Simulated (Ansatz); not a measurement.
```xyz
8

Br   -2.9777   -1.0101   -0.9864
B    -1.2294   -0.4819   -0.3735
O    -0.6897    0.6946   -0.7098
C     0.6463    0.9384   -0.1573
In    0.6120   -1.0999    0.8791
H     1.3399    1.1056   -0.9958
H     0.6032    1.8535    0.4533
H     1.6952   -2.0003    1.8904
```

Core potentials replace the inner electrons of In.

The calculation used RKS B3LYP/def2-SVP in Ansatz.

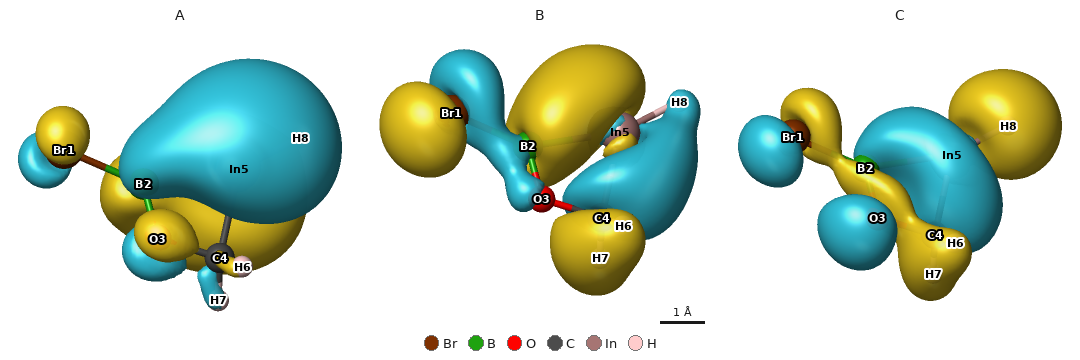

CH3BBrInO. Three frontier orbitals at ±0.06 Å⁻³ᐟ² (yellow and cyan are the two phases), in no order.

Order the three orbitals by energy and name them.

C is the HOMO−1 (−7.20 eV). It lies mainly on In5 (about 25 %), O3 (about 25 %), H8 (about 20 %), C4 (about 15 %), B2 (about 5 %) and Br1 (about 5 %). B is the HOMO (−6.25 eV). By Hirshfeld shares it lies mainly on In5 (about 30 %), C4 (about 25 %), B2 (about 20 %) and Br1 (about 15 %). A is the LUMO (−2.48 eV). Its weight (Hirshfeld) is mainly on In5 (about 70 %) and B2 (about 15 %).

What is the HOMO–LUMO gap?

3.77 eV between the orbital energies.
